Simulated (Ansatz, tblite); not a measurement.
# The cluster Al₂N+: a ladder of methods and basis sets

Aim: run the singlet of the cluster Al₂N+ at one geometry on many levels, and compare frontier levels, spin and run time.

The runs use Ansatz 0.2.0, Gaussian basis; as each input shows.

Levels to be run: GFN1-xTB, GFN2-xTB, PBE-D4/def2-TZVP, r2SCAN-D4/def2-TZVP, B97M-V/def2-TZVP, ωB97M-V/def2-TZVP, revPBE-D4/def2-TZVP, B3LYP-D4/def2-TZVP, LDA/def2-TZVP, PBE-D4/def2-SVP, PBE0-D4/def2-SVP, HF/STO-3G, CCSD(T)/def2-TZVPP, MP2/def2-TZVP, RPA/def2-TZVP.

1 further run of the same task is left out (set aside as unsound or not needed).

**1. The geometry**

The geometry is that of the singlet, from an earlier relaxation (PBE0-D4/def2-TZVP). At that level it is the lowest of the isomers that a small search found.

3 atoms, charge 1, spin multiplicity 1.

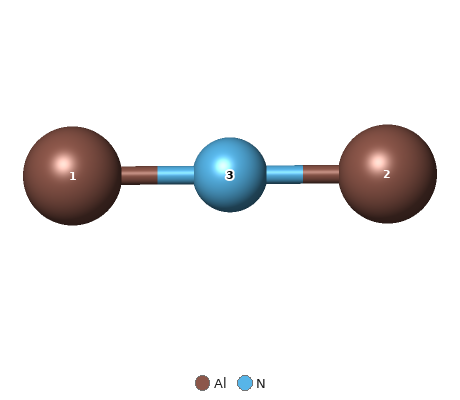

The structure; aluminium brown, nitrogen blue; atoms are numbered from 1 in the order of the file.

The ion is computed in the gas phase, without counter-ions or solvent.

PBE0-D4/def2-TZVP was run before; its log isn't repeated, and its numbers join the tables.

**2. GFN1-xTB**

Tight binding, by tblite at 300 K electronic temperature and without a spin-polarisation term:

```python
tblite.interface.Calculator('GFN1-xTB', numbers, positions, charge=1, uhf=0).singlepoint()
```

Energy -143.2918 eV, HOMO -17.02 eV, LUMO -15.73 eV; 0.011 s.

**3. GFN2-xTB**

Tight binding, by tblite at 300 K electronic temperature and without a spin-polarisation term:

```python
tblite.interface.Calculator('GFN2-xTB', numbers, positions, charge=1, uhf=0).singlepoint()
```

Energy -122.8618 eV, HOMO -16.28 eV, LUMO -15.75 eV; 0.012 s.

**4. PBE-D4/def2-TZVP**

start.molden holds the orbitals of an earlier run on this state, given as this run's starting guess.

File in.yaml:

```yaml
crystal:
  periodic: [false, false, false]
  atoms:
    - {symbol: Al, position_ang: [1.126345, 0.637038, 1.102972]}
    - {symbol: Al, position_ang: [-1.127136, -0.636973, -1.102199]}
    - {symbol: N, position_ang: [0.000791, -0.000055, -0.000783]}
basis:
  gaussian: {orbitals: def2-TZVP, initial_orbitals: start.molden}
total_charge: 1
hamiltonian: {xc: pbe, dispersion: d4}
scf: {omitted_lower_state_checks: [starts]}
output: {forces: true, orbitals: {seedname: orbitals}}
```

Command:

```bash
$ ansatz run in.yaml --threads 4 --pin off --events-out ev --progress --plain --max-ram 3916MiB
```

After this run come: r2SCAN-D4/def2-TZVP; B97M-V/def2-TZVP; ωB97M-V/def2-TZVP; revPBE-D4/def2-TZVP; B3LYP-D4/def2-TZVP; LDA/def2-TZVP; PBE-D4/def2-SVP; PBE0-D4/def2-SVP; HF/STO-3G; CCSD(T)/def2-TZVPP; MP2/def2-TZVP; RPA/def2-TZVP.

Q: Predict the results of all the runs planned. Wanted: gap in def2-TZVP, named functionals, smallest and largest; correlation energy, CCSD(T)/def2-TZVPP; correlation energy, MP2/def2-TZVP; PBE0 total energy, smallest basis above largest.

As calculated:

| quantity | value |
| --- | --- |
| gap in def2-TZVP, named functionals, smallest and largest | 1.06 eV (revPBE-D4), 5.11 eV (ωB97M-V) |
| correlation energy, CCSD(T)/def2-TZVPP | -10.36 eV |
| correlation energy, MP2/def2-TZVP | -9.53 eV |
| PBE0 total energy, smallest basis above largest | 6.46 eV (def2-SVP, def2-TZVP) |

Over the named functionals in def2-TZVP the gap runs from 1.06 eV (revPBE-D4) to 5.11 eV (ωB97M-V); exact exchange widens it. Notes on CCSD(T)/def2-TZVPP: large T1 diagnostic, state flagged by the program.
